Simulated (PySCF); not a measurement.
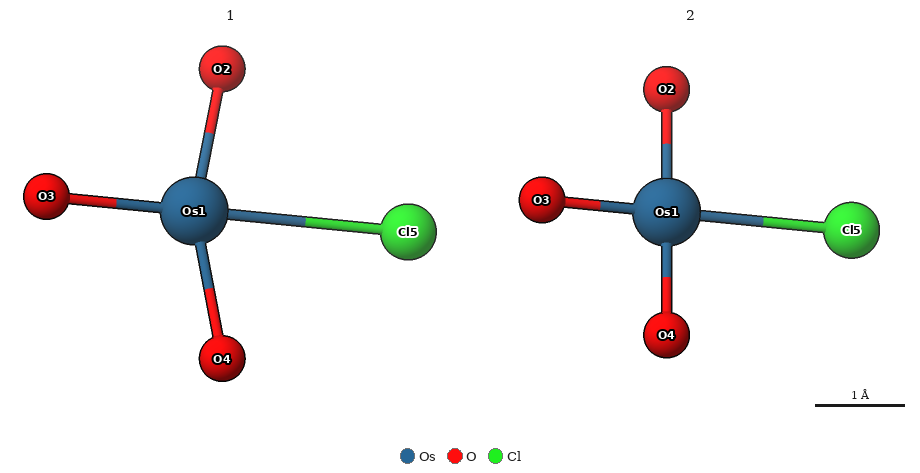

Two geometries of OsO3Cl (charge −1), drawn at one scale. One is the start of a relaxation, the other its converged end. The picture is a ball-and-stick view, seen at a tilt.

Theory: RKS BP86, Os def2-SVP with ECP60, O def2-SVP, Cl def2-SVP; non-relativistic Hamiltonian with scalar-relativistic core potentials; density fitting in PySCF. Settings: symmetry kept (C2v).

Which one is relaxed?

Answer. Structure 1 is the relaxed one. Over 11 geometry steps the energy falls by 308.6 kcal/mol. Largest force component: 38 eV/Å at the start, 0.014 eV/Å at the end. The atom that moves furthest after the best rigid fit is O3 (0.42 Å). Largest moves by element: O 0.42 Å, Cl 0.20 Å, Os 0.15 Å. Among the contacts that change: Os1–Cl5 2.176 → 2.520 Å, Os1–O2 1.465 → 1.759 Å, Os1–O3 1.465 → 1.737 Å. Bond angles that change, for instance: O2–Os1–O4 180.0° → 158.4°, O2–Os1–O3 90.0° → 100.8°, O2–Os1–Cl5 90.0° → 79.2°.

Limits of the set-up: the basis has no diffuse functions, which an anion needs.
